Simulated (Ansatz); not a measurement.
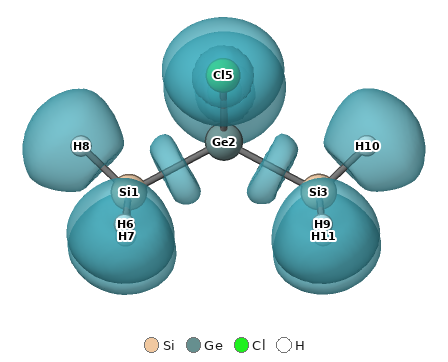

Figure. Cl2GeH6Si2 (SMILES [SiH3][Ge]([SiH3])([Cl])[Cl]). Isosurface of the ELF at 0.75 (cyan), seen across its widest extent. Core shells and regions of very low density are left out.

Geometry: PBE0-D4/def2-TZVP.

Method: RKS PBE0-D4/def2-TZVPP (Ansatz 0.2.0).

Input

```
crystal:
  periodic: [false, false, false]
  atoms:
    - {symbol: Si, position_ang: [-2.102296, 0.356433, 0.189551]}
    - {symbol: Ge, position_ang: [0.157350, 0.358836, -0.579431]}
    - {symbol: Si, position_ang: [1.931962, -0.805240, 0.512820]}
    - {symbol: Cl, position_ang: [0.110657, -0.373112, -2.621787]}
    - {symbol: Cl, position_ang: [0.764563, 2.439586, -0.685588]}
    - {symbol: H, position_ang: [-2.138512, 0.928557, 1.559140]}
    - {symbol: H, position_ang: [-2.596826, -1.043366, 0.210037]}
    - {symbol: H, position_ang: [-2.901573, 1.182636, -0.746550]}
    - {symbol: H, position_ang: [2.060976, -0.284400, 1.897195]}
    - {symbol: H, position_ang: [3.175367, -0.564008, -0.257562]}
    - {symbol: H, position_ang: [1.603731, -2.252923, 0.542776]}
basis:
  gaussian: {orbitals: def2-TZVPP}
hamiltonian: {xc: pbe0, dispersion: d4}
output: {orbitals: {seedname: orbitals}}
```

Command:

```sh
ansatz run in.yaml --threads 4 --pin off --events-out ev --progress --plain --max-ram 11315MiB
```

Where are the electrons localised?

Answer. The ELF exceeds this value in two regions between bonded Ge–Si atoms (shared pairs), six regions around hydrogen nuclei and two regions wrapped around Cl (the valence shell of each).

Values along the shortest contacts:
Ge–Cl (2.17 Å): the ELF peaks at about 0.85 in the valence shell of Cl, 0.9 Å from its nucleus, and is about 0.65 at the midpoint. Si–Ge (2.39 Å): the ELF peaks at about 0.95 between the atoms; a shared electron pair.
